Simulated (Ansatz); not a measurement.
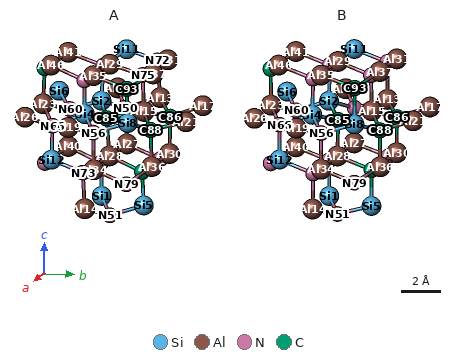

Two geometries of crystalline Si12Al36N36C12 (a generated structure, set up in P1), drawn at one scale. One is the start of a relaxation, the other its converged end. A ball-and-stick model of the atoms within 5.0 Å of the atom that moves most (axes of the cell of the calculation (origin shifted)), seen slightly off an axis.

These are results of DFT, PBEsol, PAW, plane waves (Ansatz), not measurements. (plane-wave cutoff 420 eV; k-point mesh 1 × 1 × 1; mesh shifted by (0.25, 0.25, 0.25); no spin polarisation; cell relaxed at fixed alpha, beta, gamma; force threshold 0.03 eV/Å; at most 80 steps)

Which one is relaxed?

Structure A is the relaxed one. The atom that moves furthest relative to the cell is a C atom (0.23 Å roughly along [0 −3 1]). By element the largest moves are C 0.23 Å, N 0.20 Å, Al 0.16 Å, Si 0.10 Å. The volume changes by +0.8 %, with a 9.313 → 9.353 Å (+0.4 %), b 10.754 → 10.786 Å (+0.3 %), c 9.999 → 10.003 Å (0.0 %). Among the contacts that change: N–Si 1.973 → 1.778 Å, Al–N 1.865 → 2.041 Å, C–Si 1.942 → 1.778 Å, Al–C 1.915 → 2.074 Å. Bond angles that change, for instance: Si–C–Si 109.1° → 121.8°, Al–C–Al 109.4° → 98.3°, C–Al–C 107.7° → 118.3°. The space group stays P1 (No. 1). After 6 geometry steps the energy has fallen by 103 meV per atom. Largest force component: 4.2 eV/Å at the start, 0.0078 eV/Å at the end. The pressure goes from 2.12 to 0.03 GPa. Cost: 83 s on 7 threads of Arm Neoverse-V2, peak memory 2 GiB.
